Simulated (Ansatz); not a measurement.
**Single-point calculation, with input and output: C₂H₇Ga**

C₂H₇Ga, multiplicity 9, computed with UKS r2SCAN/aug-cc-pVDZ (Ansatz 0.2.0).

Some settings of this run were made unusual or wrong on purpose. The geometry comes from this level: r2SCAN-D4/def2-SVP.

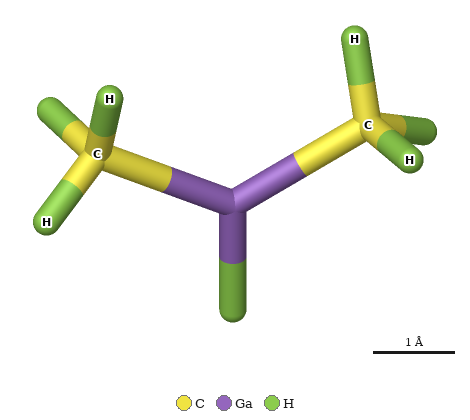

The structure (stick view, seen at a tilt). Sticks mark near contacts. Bond lengths as drawn: C–Ga 1.97 Å, C–H 1.10 to 1.11 Å and Ga–H 1.57 Å.

The input:
```yaml
crystal:
  periodic: [false, false, false]
  atoms:
    - {symbol: C, position_ang: [1.597844, -0.663412, 0.069920]}
    - {symbol: C, position_ang: [-1.355598, 1.069658, -0.061571]}
    - {symbol: Ga, position_ang: [-0.367018, -0.630543, -0.017461]}
    - {symbol: H, position_ang: [1.901109, -0.720023, 1.131192]}
    - {symbol: H, position_ang: [2.054015, 0.247796, -0.347713]}
    - {symbol: H, position_ang: [2.028079, -1.543983, -0.431799]}
    - {symbol: H, position_ang: [-1.641236, 1.285725, -1.106938]}
    - {symbol: H, position_ang: [-0.758264, 1.921705, 0.298078]}
    - {symbol: H, position_ang: [-2.292305, 1.018588, 0.515779]}
    - {symbol: H, position_ang: [-1.166627, -1.985530, -0.049487]}
basis:
  gaussian: {orbitals: aug-cc-pVDZ}
magnetization: {spin_polarized: true, initial_magnetization: 8}
hamiltonian: {xc: {name: r2SCAN}}
scf: {omitted_lower_state_checks: [starts]}
output: {forces: true}
```

Hardware: 2 threads of Intel Xeon, 54 GiB of memory available, shared host.

Run as:
```bash
ansatz run in.yaml --threads 2 --pin off --events-out ev --progress --plain --max-ram 4352MiB
```

The program's output:
```
Functional definition: r2SCAN
  name "r2SCAN"
  cite "Furness, Kaplan, Ning, Perdew & Sun, J. Phys. Chem. Lett. 11, 8208 (2020) doi:10.1021/acs.jpclett.0c02405"
  cite "Furness, Kaplan, Ning, Perdew & Sun, J. Phys. Chem. Lett. 11, 9248 (2020) doi:10.1021/acs.jpclett.0c03077"
  parent r2scan
  parameter k0 = 0.174
  parameter k1 = 0.065
  parameter a1 = 4.9479
  exchange = r2scan_x(k0 = k0, k1 = k1, a1 = a1)
  correlation = r2scan_c
these checks for a lower state are left out or cut short: starts
1364 factors; their error is unknown
mean field evaluation 1: about -54525.4969 eV, gradient 3.6e1 eV
mean field evaluation 2: about -54506.9196 eV, gradient 5.7e1 eV
mean field evaluation 4: about -54511.7260 eV, gradient 4.4e1 eV
mean field evaluation 8: about -54532.2247 eV, gradient 8.7e0 eV
mean field evaluation 16: about -54532.9933 eV, gradient 8.5e-3 eV
mean field -54532.99332863 eV, -2004.0505410368 hartree, gradient 2.2e-6 eV, S^2 20.009840; 0 other end points of the search recorded, 0 dependent functions left out
the calculation of the forces begins
reference -54532.99337524 eV, -2004.0505427497 hartree; 29, 21 occupied and 116, 124 virtual orbitals, 1364 factors
Total energy: -54532.99337524 eV, -2004.0505427497 hartree
Atom 0 at     1.597844    -0.663412     0.069920 Å, force     6.777046     0.591210    -2.132813 eV/Å
Atom 1 at    -1.355598     1.069658    -0.061571 Å, force    -2.345115     6.413100     2.138826 eV/Å
Atom 2 at    -0.367018    -0.630543    -0.017461 Å, force    -0.414385    -0.734034    -0.017259 eV/Å
Atom 3 at     1.901109    -0.720023     1.131192 Å, force     0.544340    -0.259381     2.531358 eV/Å
Atom 4 at     2.054015     0.247796    -0.347713 Å, force    -0.409266     1.882909     0.009022 eV/Å
Atom 5 at     2.028079    -1.543983    -0.431799 Å, force    -0.556857    -1.918879    -0.007893 eV/Å
Atom 6 at    -1.641236     1.285725    -1.106938 Å, force    -0.802870     0.199948    -2.430136 eV/Å
Atom 7 at    -0.758264     1.921705     0.298078 Å, force     1.794258     0.447832    -0.092227 eV/Å
Atom 8 at    -2.292305     1.018588     0.515779 Å, force    -1.504381    -1.391052     0.130440 eV/Å
Atom 9 at    -1.166627    -1.985530    -0.049487 Å, force    -3.082771    -5.231652    -0.129318 eV/Å
Dipole moment:     0.079014     0.137759     0.002895 e Å
Checks for a lower state left out: starts
```

Outcome:

```json
{"quantity": "outcome", "value": "converged"}
{"quantity": "total energy", "value": "−54532.9934 eV"}
{"quantity": "⟨S²⟩", "value": "20.010"}
{"quantity": "SCF solution under orbital rotations", "value": "stable"}
{"quantity": "largest force (length of the vector)", "value": "7.156 eV/Å"}
{"quantity": "dipole moment", "value": "0.76 D"}
{"quantity": "wall time", "value": "14 s (CPU time 26 s)"}
{"quantity": "peak memory", "value": "0.45 GiB"}
```

Diagnosis:

The input was spoiled on purpose: spin. The program still converged, but the numbers can't be taken as results for the intended system.
